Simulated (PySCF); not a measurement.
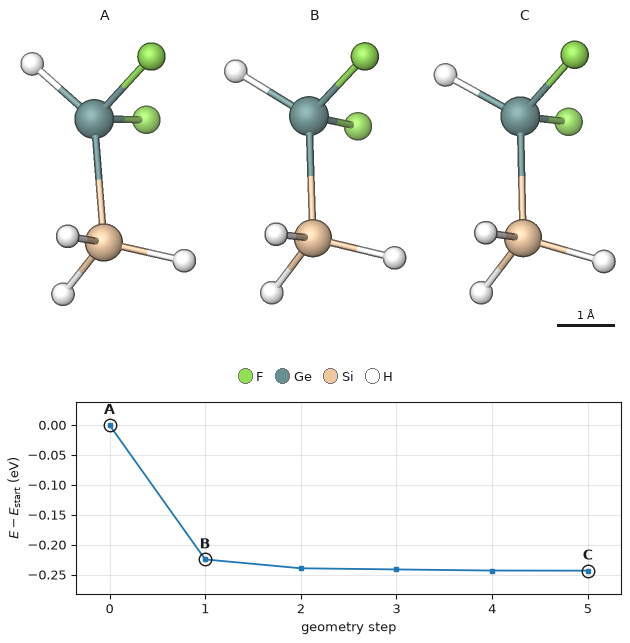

Frames of a relaxation of GeSiH4F2, marked on the history of the run. A ball-and-stick model, seen from a free direction.

The start comes from GFN2-xTB. Its atoms were then displaced at random by about 0.01 Å.

Computed with PBE0-D3(BJ)/def2-SVP geometry optimisation, gas phase in PySCF. 

**What happens along the run?**

The largest move after the best rigid fit is that of an H atom, 0.25 Å. By element the largest moves are H 0.25 Å, Ge 0.12 Å, Si 0.09 Å, F 0.07 Å. Some distances before and after: H–Si 1.450 → 1.492 Å, F–Ge 1.780 → 1.738 Å, Ge–Si 2.420 → 2.382 Å, Ge–H 1.523 → 1.537 Å. Among the angles between lasting bonds that change: Si–Ge–H 138.0° → 122.0°, F–Ge–H 98.0° → 106.3°, F–Ge–H 99.0° → 106.5°. After 5 geometry steps the energy has fallen by 0.243 eV. The run took 23 s on 1 thread of Arm Neoverse V1 (shared host). From step 0 to 1: an H atom moves most (0.18 Å), energy −0.224 eV. From step 1 to 5: an F atom moves most (0.09 Å), energy −0.019 eV.

```csv
step,"E − E(0), eV"
0,0.0000
1,-0.2244
2,-0.2392
3,-0.2412
4,-0.2430
5,-0.2432
```
